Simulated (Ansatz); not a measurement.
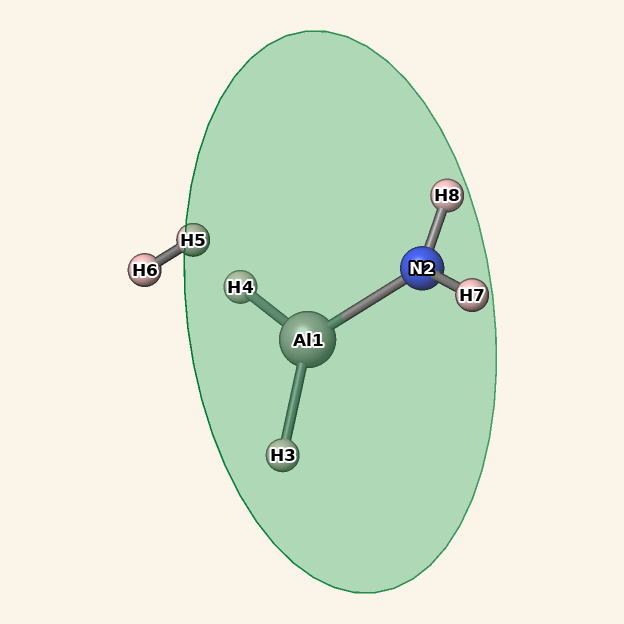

A disc through the centre of mass is drawn in. Depth is shown by fading: the farther an atom, the more it takes the colour of the background. The computed structure is the end point of a PBE0-D4/def2-TZVP optimisation.

**Is the plane of the disc a mirror plane of the structure?**

No. The point group is Cs, with 1 mirror plane, and this plane isn't one of its mirror planes.
